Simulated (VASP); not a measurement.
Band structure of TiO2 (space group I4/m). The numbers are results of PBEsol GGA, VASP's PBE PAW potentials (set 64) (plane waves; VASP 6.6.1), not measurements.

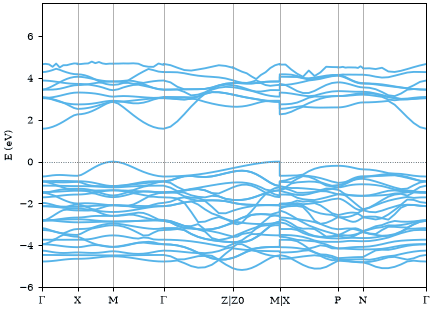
Bands along high-symmetry lines, zero at the valence-band maximum or, without a gap, the Fermi level

Question: Read the plot: is there a gap, and where are the band edges?

Answer: The gap is indirect, 1.57 eV, from the valence maximum at M to the conduction minimum at Γ. (Edges off the drawn lines would not show.)

The structure comes from a computed database's TiO2 entry (I4/m); how it stands against other phases isn't given here. It was relaxed first.
